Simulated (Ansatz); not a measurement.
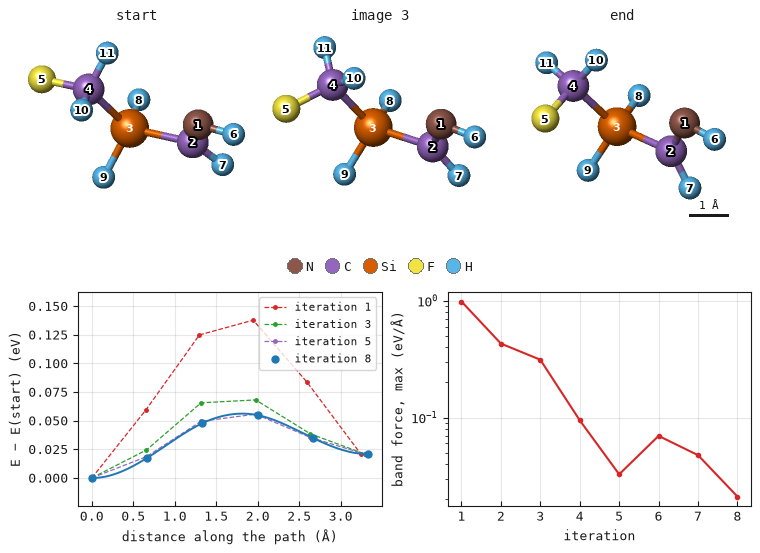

A nudged-elastic-band calculation for C$_{2}$H$_{6}$FNSi. Images are numbered from 0 (start) to 5 (end). The plot follows the band through its iterations. A ball-and-stick model, seen from a free direction.

These are results of RKS PBE-D4/6-31G* (Ansatz), not measurements. Run with 4 movable images; no climbing image; force threshold 0.03 eV/Å; iteration limit 60; starting path by image-dependent pair potential.

### Did the band converge, and can the barrier be trusted?

The run is converged, with reservations. The band converged in 8 iterations. The largest component of the band force went from 0.99 to 0.021 eV/Å. No image climbed, so the highest image needn't lie on the saddle point, and the true maximum along this path can be higher. The first iteration put the highest image at 0.138 eV. The highest point, image 3, lies 0.055 eV above the start and 0.034 eV above the end; the end is at +0.021 eV relative to the start.
